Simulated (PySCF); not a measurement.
# CH3F (fluoromethane) at 4 levels

Wanted: a comparison of 4 runs (HF/STO-3G, HF/3-21G, HF/def2-SVP, B3LYP/6-31G*) of CH3F (fluoromethane). 

Program for the calculation: PySCF 2.14.0.

1 further run of the same task is left out (set aside as unsound or not needed).

## (1) The system as given

CH3F: 5 atoms, total charge 0, spin state singlet. SMILES: `CF`. The coordinates come from a PBE0-D4/def2-TZVP relaxation.

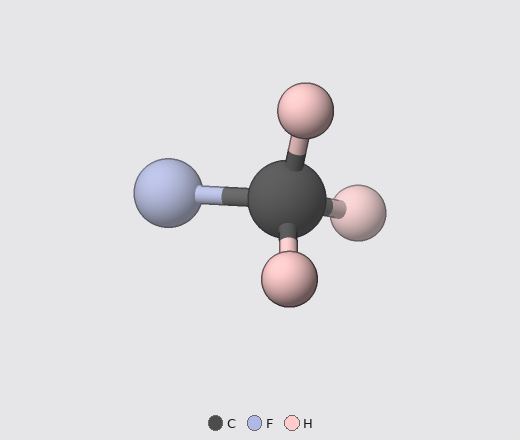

The structure, seen from a chosen angle (carbon dark grey, fluorine light blue, hydrogen pink).

## (2) Energy and gradient at HF/STO-3G (run 1)

File input.py:

```python
import pyscf.grad
from pyscf import gto, scf

mol = gto.M(
    atom=[
    ('C', (-0.050700, 0.032900, 0.007800)),
    ('F', (1.094100, -0.710500, -0.168600)),
    ('H', (-0.918700, -0.626900, -0.058000)),
    ('H', (-0.104800, 0.796000, -0.772000)),
    ('H', (-0.019800, 0.508500, 0.990700)),
],
    charge=0,
    verbose=4,
    basis='sto-3g',
    max_memory=1860,
)

myscf = scf.RHF(mol)
myscf.conv_tol = 1e-10
myscf.kernel()
if not myscf.converged:
    myscf = myscf.newton().run(myscf.mo_coeff, myscf.mo_occ)

etot = myscf.e_tot
print('Final energy', etot)
grad = myscf.Gradients().kernel()
myscf.analyze()
```

The run is started by

```sh
$ OMP_NUM_THREADS=1 python input.py
```

The program printed:

```text
PySCF version 2.14.0

[INPUT] num. atoms = 5
[INPUT] num. electrons = 18
[INPUT] charge = 0
[INPUT] spin (= nelec alpha-beta = 2S) = 0
[INPUT] symmetry False subgroup None
[INPUT] Mole.unit = angstrom
[INPUT] Symbol           X                Y                Z      unit          X                Y                Z       unit  Magmom
[INPUT]  1 C     -0.050700000000   0.032900000000   0.007800000000 AA   -0.095809114515   0.062171989498   0.014739863772 Bohr   0.0
[INPUT]  2 F      1.094100000000  -0.710500000000  -0.168600000000 AA    2.067549352887  -1.342650411503  -0.318607824602 Bohr   0.0
[INPUT]  3 H     -0.918700000000  -0.626900000000  -0.058000000000 AA   -1.736091390638  -1.184669307490  -0.109604115225 Bohr   0.0
[INPUT]  4 H     -0.104800000000   0.796000000000  -0.772000000000 AA   -0.198043297854   1.504221995154  -1.458868568164 Bohr   0.0
[INPUT]  5 H     -0.019800000000   0.508500000000   0.990700000000 AA   -0.037416577266   0.960925734341   1.872151671607 Bohr   0.0

[... 42 lines left out ...]
converged SCF energy = -137.168416395653
[... 13 lines left out ...]
Total Energy =                        -137.168416395652514
[... 1 line left out ...]
One-electron Energy =                 -265.264192687835816
[... 1 line left out ...]
Two-electron Coulomb Energy =          107.142286642890070
[... 3 lines left out ...]
MO #1   energy= -25.921729274513   occ= 2
[... 1 line left out ...]
MO #3   energy= -1.4820727178647   occ= 2
[... 1 line left out ...]
MO #5   energy= -0.605996532999202 occ= 2
[... 1 line left out ...]
MO #7   energy= -0.533745051414445 occ= 2
[... 1 line left out ...]
MO #9   energy= -0.416187873841597 occ= 2
[... 1 line left out ...]
MO #11  energy= 0.689463465331184  occ= 0
[... 1 line left out ...]
MO #13  energy= 0.715403751681376  occ= 0
[... 21 lines left out ...]
Dipole moment(X, Y, Z, Debye): -0.95557,  0.62051,  0.14723
```

Wall time 3.3 s (1 thread of Intel Xeon at 2.50GHz (Skylake/Cascade Lake), shared host); peak memory 0.12 GiB.

## (3) Energy and forces at HF/3-21G (run 2)

File mol.xyz:

```xyz
5

C     -0.050700     0.032900     0.007800
F      1.094100    -0.710500    -0.168600
H     -0.918700    -0.626900    -0.058000
H     -0.104800     0.796000    -0.772000
H     -0.019800     0.508500     0.990700
```

File input.py:

```python
from pyscf import gto, scf

mol = gto.Mole()
mol.atom = 'mol.xyz'
mol.charge = 0
mol.basis = '3-21g'
mol.spin = 0
mol.verbose = 4
mol.max_memory = 1860
mol.build()

mf = scf.RHF(mol)
mf.conv_tol = 1e-10
mf.kernel()
if not mf.converged:
    mf = mf.newton().run(mf.mo_coeff, mf.mo_occ)

e_tot = mf.e_tot
print('E = %.10f Eh' % e_tot)
grad = mf.nuc_grad_method().kernel()
mf.analyze()
```

The run is started by

```sh
$ OMP_NUM_THREADS=1 python input.py
```

The program printed:

```text
PySCF version 2.14.0

[INPUT] num. atoms = 5
[INPUT] num. electrons = 18
[INPUT] charge = 0
[INPUT] spin (= nelec alpha-beta = 2S) = 0
[INPUT] symmetry False subgroup None
[INPUT] Mole.unit = angstrom
[INPUT] Symbol           X                Y                Z      unit          X                Y                Z       unit  Magmom
[INPUT]  1 C     -0.050700000000   0.032900000000   0.007800000000 AA   -0.095809114515   0.062171989498   0.014739863772 Bohr   0.0
[INPUT]  2 F      1.094100000000  -0.710500000000  -0.168600000000 AA    2.067549352887  -1.342650411503  -0.318607824602 Bohr   0.0
[INPUT]  3 H     -0.918700000000  -0.626900000000  -0.058000000000 AA   -1.736091390638  -1.184669307490  -0.109604115225 Bohr   0.0
[INPUT]  4 H     -0.104800000000   0.796000000000  -0.772000000000 AA   -0.198043297854   1.504221995154  -1.458868568164 Bohr   0.0
[INPUT]  5 H     -0.019800000000   0.508500000000   0.990700000000 AA   -0.037416577266   0.960925734341   1.872151671607 Bohr   0.0

[... 59 lines left out ...]
Nuclear Repulsion Energy =              37.451250073295796
[... 2 lines left out ...]
Two-electron Coulomb Energy =          106.212203451416002
[... 4 lines left out ...]
MO #2   energy= -11.2481837546554  occ= 2
[... 2 lines left out ...]
MO #5   energy= -0.679666295831419 occ= 2
[... 2 lines left out ...]
MO #8   energy= -0.512432296144217 occ= 2
[... 2 lines left out ...]
MO #11  energy= 0.338047858853143  occ= 0
[... 2 lines left out ...]
MO #14  energy= 0.938387694563188  occ= 0
[... 2 lines left out ...]
MO #17  energy= 1.2480653275931    occ= 0
MO #18  energy= 1.29551823470765   occ= 0
MO #19  energy= 1.29558284504198   occ= 0
MO #20  energy= 1.81466770849859   occ= 0
MO #21  energy= 2.35079088414261   occ= 0
MO #22  energy= 2.3508004447478    occ= 0
MO #23  energy= 2.49758157529881   occ= 0
MO #24  energy= 3.97629749421879   occ= 0
 ** Mulliken pop on meta-lowdin orthogonal AOs  **
 ** Mulliken pop  **
pop of  0 C 1s            1.99974
pop of  0 C 2s            1.00952
pop of  0 C 3s            0.00090
pop of  0 C 2px           0.81330
pop of  0 C 2py           0.99426
pop of  0 C 2pz           1.11877
pop of  0 C 3px           0.00676
pop of  0 C 3py           0.00619
pop of  0 C 3pz           0.00580
pop of  1 F 1s            1.99987
pop of  1 F 2s            1.85113
pop of  1 F 3s            0.00276
pop of  1 F 2px           1.65748
pop of  1 F 2py           1.84062
pop of  1 F 2pz           1.96664
pop of  1 F 3px           0.00066
pop of  1 F 3py           0.00095
pop of  1 F 3pz           0.00115
pop of  2 H 1s            0.89685
pop of  2 H 2s            0.01097
pop of  3 H 1s            0.89688
pop of  3 H 2s            0.01096
pop of  4 H 1s            0.89687
pop of  4 H 2s            0.01097
 ** Mulliken atomic charges  **
charge of    0C =      0.04476
charge of    1F =     -0.32127
charge of    2H =      0.09218
charge of    3H =      0.09215
charge of    4H =      0.09217
Dipole moment(X, Y, Z, Debye): -1.85416,  1.20397,  0.28571
```

Wall time 2.5 s (1 thread of Intel Xeon at 2.50GHz (Skylake/Cascade Lake), shared host); peak memory 0.12 GiB.

Run 3 isn't shown in full; the table further down has it.

## (4) Energy and gradient at B3LYP/6-31G(d) (Cartesian functions) (run 4)

File input.py:

```python
# CF
from pyscf import gto, dft

system = gto.M(
    atom='''
C   -0.050700   0.032900   0.007800
F    1.094100  -0.710500  -0.168600
H   -0.918700  -0.626900  -0.058000
H   -0.104800   0.796000  -0.772000
H   -0.019800   0.508500   0.990700
''',
    max_memory=1860,
    verbose=3,
    cart=True,
    basis='6-31g*',
    spin=0,
)

mf = dft.RKS(system, xc='b3lyp')
mf.conv_tol = 1e-10
mf.grids.level = 5
mf.kernel()
if not mf.converged:
    mf = mf.newton().run(mf.mo_coeff, mf.mo_occ)

e_tot = mf.e_tot
print(f'total energy: {e_tot:.8f} hartree')
grad = mf.nuc_grad_method().kernel()
dip = mf.dip_moment()
pop, q = mf.mulliken_pop()
```

The run is started by

```sh
$ OMP_NUM_THREADS=1 python input.py
```

The program printed:

```text
converged SCF energy = -139.733787636116
total energy: -139.73378764 hartree
--------------- RKS gradients ---------------
         x                y                z
0 C    -0.0007183001     0.0003929840     0.0001205036
1 F    -0.0058745788     0.0038122832     0.0009142394
2 H     0.0033118250     0.0002354270    -0.0001248379
3 H     0.0017177413    -0.0024875653     0.0012229692
4 H     0.0015647738    -0.0019567517    -0.0021277329
----------------------------------------------
Dipole moment(X, Y, Z, Debye): -1.40734,  0.91381,  0.21686
 ** Mulliken pop  **
pop of  0  C 1s           1.99170
pop of  0  C 2s           0.69258
pop of  0  C 3s           0.57426
pop of  0  C 2px          0.58876
pop of  0  C 2py          0.68886
pop of  0  C 2pz          0.75774
pop of  0  C 3px          0.18223
pop of  0  C 3py          0.26412
pop of  0  C 3pz          0.32048
pop of  0  C 3dxx         0.00700
pop of  0  C 3dxy         0.01941
pop of  0  C 3dxz         0.00694
pop of  0  C 3dyy         0.00175
pop of  0  C 3dyz         0.01458
pop of  0  C 3dzz         0.00699
pop of  1  F 1s           1.99323
pop of  1  F 2s           0.94259
pop of  1  F 3s           0.97347
pop of  1  F 2px          1.00182
pop of  1  F 2py          1.11688
pop of  1  F 2pz          1.19606
pop of  1  F 3px          0.60650
pop of  1  F 3py          0.68563
pop of  1  F 3pz          0.74008
pop of  1  F 3dxx         0.02497
pop of  1  F 3dxy         0.00542
pop of  1  F 3dxz         0.00249
pop of  1  F 3dyy         0.01347
pop of  1  F 3dyz         0.00128
pop of  1  F 3dzz         0.00660
pop of  2  H 1s           0.53754
pop of  2  H 2s           0.31982
pop of  3  H 1s           0.53750
pop of  3  H 2s           0.31988
pop of  4  H 1s           0.53751
pop of  4  H 2s           0.31986
 ** Mulliken atomic charges  **
charge of    0C =     -0.11740
charge of    1F =     -0.31049
charge of    2H =      0.14265
charge of    3H =      0.14262
charge of    4H =      0.14263
```

Wall time 14 s (1 thread of Intel Xeon at 2.50GHz (Skylake/Cascade Lake), shared host); peak memory 0.41 GiB.

## (5) All runs side by side

```
run                               level  Cartesian functions  integration grid  energy (Eh)  dipole moment (D)  HOMO energy (eV)  LUMO energy (eV)  wall time
  1                           HF/STO-3G                   no                 –  -137.168416               1.15            -11.33             16.28      3.3 s
  2                            HF/3-21G                   no                 –  -138.280924               2.23            -13.94              7.51      2.5 s
  3                         HF/def2-SVP                   no                 –  -138.929549               2.14            -14.34              5.07      3.3 s
  4  B3LYP/6-31G* (Cartesian functions)                  yes                 5  -139.733788               1.69             -9.03              2.88       14 s
```

## (6) Outcome

```
                       quantity          value
            run 4: total energy  -139.73379 Eh
           run 4: dipole moment         1.69 D
             run 4: HOMO energy       -9.03 eV
             run 4: LUMO energy        2.88 eV
           run 4: HOMO–LUMO gap       11.91 eV
run 4: largest force on an atom     0.363 eV/Å
```

The dipole moment (its size) runs from 1.15 D (HF/STO-3G) to 2.23 D (HF/3-21G). The HOMO–LUMO gap runs from 11.91 eV (B3LYP/6-31G*) to 27.60 eV (HF/STO-3G). The two ends differ in method and basis. In run 1 the basis is minimal, so the values are rough. All runs together took 23 s, the longest 14 s.
